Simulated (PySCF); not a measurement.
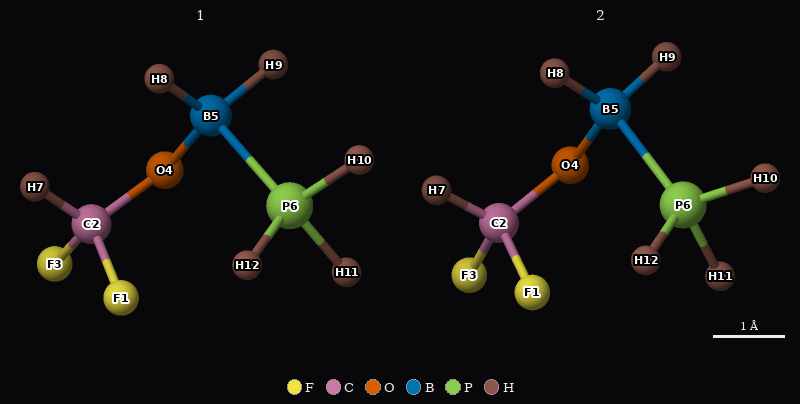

Two geometries of CH₆BF₂OP, drawn at one scale. One is the start of a relaxation, the other its converged end. Style: ball-and-stick. Shown at a tilt.

All numbers below come from PySCF 2.14.0, density-fitted response routines, PBE0-D3(BJ)/def2-SVP geometry optimisation, gas phase. 

Q: Which geometry has the lower energy?

A: Structure 1 is the relaxed one. The start comes from GFN2-xTB. Its atoms were then displaced at random by about 0.01 Å. Over 9 geometry steps the energy falls by 0.247 eV. H11 moves most after the best rigid fit: 0.39 Å. Largest moves by element: H 0.39 Å, F 0.26 Å, B 0.11 Å, C 0.11 Å, O 0.11 Å, P 0.10 Å. Among the contacts that change: F1–C2 1.448 → 1.381 Å, B5–H9 1.164 → 1.217 Å, B5–P6 1.998 → 2.033 Å, P6–H10 1.385 → 1.416 Å. Among the angles between lasting bonds that change: P6–B5–H9 105.9° → 100.0°, O4–B5–P6 102.4° → 108.2°, B5–P6–H10 119.7° → 113.9°. The run took 46 s on 1 thread of Arm Neoverse V2 (shared host).
